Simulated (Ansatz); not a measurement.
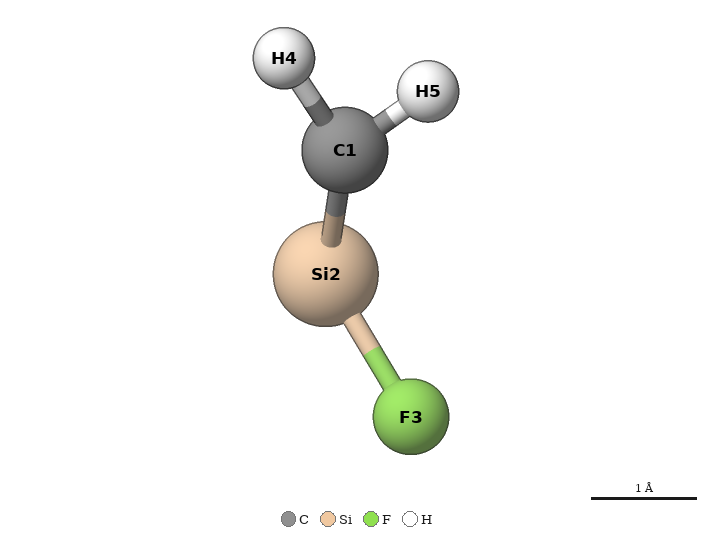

The picture comes from a calculation with Ansatz.

Orthographic view with a scale bar. The species is neutral and a spin doublet. Geometry: atoms displaced at random (about 0.13 Å) from a stationary point of GFN2-xTB.

Write Cartesian coordinates in Å in the frame of the picture: x to the right, y up, z towards the viewer, origin at the mean of the atomic positions.

```xyz
5
CH2FSi
C   -0.13   0.46   0.34
Si  -0.32  -0.73  -1.01
F    0.50  -2.09  -0.74
H   -0.72   1.34   0.93
H    0.66   1.02   0.47
```
